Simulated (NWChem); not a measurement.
## GeSiH5Cl: single-point calculation

GeSiH5Cl, computed with SVWN5/def2-SVP, RKS (NWChem 7.3.0).

A bond length was changed on purpose from its optimised value.

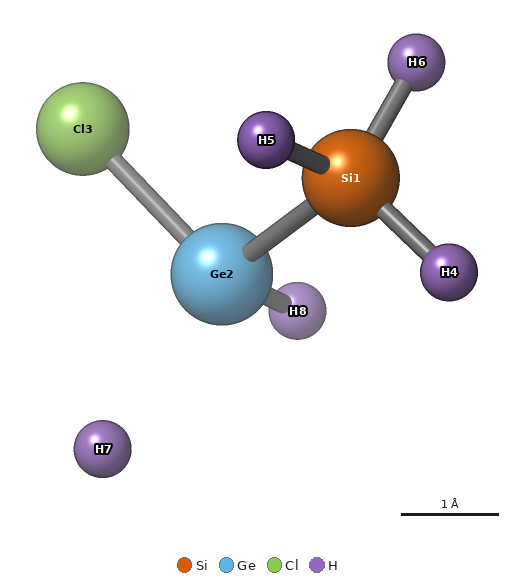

Figure 1. The structure as given in the input (ball-and-stick view, seen at a tilt; atoms are numbered from 1 in the order of the input). Sticks mark near contacts.

### The input
```python
from ase.io import read
from ase.calculators.nwchem import NWChem

system = read('clgeh5si.xyz')

calc = NWChem(
    label='clgeh5si',
    theory='dft',
    memory='2200 mb',
    basis='def2-SVP',
    basispar='spherical bse',
    dft={'xc': 'slater vwn_5', 'mult': '1', 'grid': 'fine', 'convergence': 'energy 1e-08', 'iterations': '100', 'mulliken': None, 'print': 'low'},
    task='energy',
)
system.calc = calc

e = system.get_potential_energy()
print(f"E = {e:.6f} eV")
```

### File clgeh5si.xyz
```
8
ClGeH5Si energy
Si    -1.346022     0.953906     0.282326
Ge     0.255878    -0.755394     0.703226
Cl     1.480678    -0.057094     2.351026
H     -2.227322     0.542806    -0.842474
H     -0.632222     2.205306    -0.074074
H     -2.160922     1.162206     1.505026
H      1.703100    -1.135200    -1.051200
H     -0.357822    -2.087294     1.164026
```

### File clgeh5si.nwi
```
title "clgeh5si"

permanent_dir clgeh5si

scratch_dir clgeh5si

start clgeh5si

geometry units angstrom nocenter noautosym noautoz
  Si -1.3460220000000001e+00 9.5390600000000003e-01 2.8232600000000002e-01
  Ge 2.5587799999999999e-01 -7.5539400000000001e-01 7.0322600000000002e-01
  Cl 1.4806779999999999e+00 -5.7093999999999999e-02 2.3510260000000001e+00
  H  -2.2273220000000000e+00 5.4280600000000001e-01 -8.4247399999999995e-01
  H  -6.3222199999999995e-01 2.2053060000000002e+00 -7.4074000000000001e-02
  H  -2.1609219999999998e+00 1.1622060000000001e+00 1.5050260000000000e+00
  H  1.7031000000000001e+00 -1.1352000000000000e+00 -1.0511999999999999e+00
  H  -3.5782199999999997e-01 -2.0872940000000000e+00 1.1640260000000000e+00
end

memory 2200 mb

basis spherical bse noprint
   * library def2-SVP
end

dft
  xc slater vwn_5
  mult 1
  grid fine
  convergence energy 1e-08
  iterations 100
  mulliken
  print low
end

task dft energy
```

Machine: 1 thread of Intel Xeon (Sapphire Rapids), 32 GiB of memory available, shared host.

Run as:
```bash
export ASE_NWCHEM_COMMAND="nwchem PREFIX.nwi > PREFIX.nwo"
python run.py
```

### The program's output
```
E = -76826.620614 eV
```

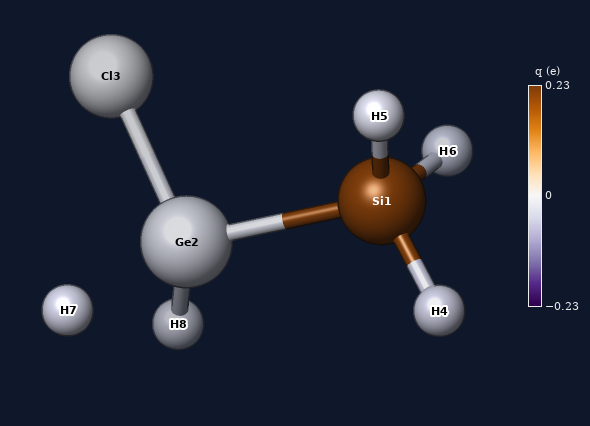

Figure 2. Löwdin charges, as the colour of each atom (ball-and-stick view, seen at a tilt; atoms are numbered from 1 in the order of the input). By element: Si +0.22, Ge −0.02, Cl 0.00 and H −0.05 to −0.02 e.

### Summary

```json
{"quantity": "outcome", "value": "converged"}
{"quantity": "total energy", "value": "−2823.326256 hartree"}
{"quantity": "wall time", "value": "15 s"}
{"quantity": "peak memory", "value": "0.12 GiB"}
```
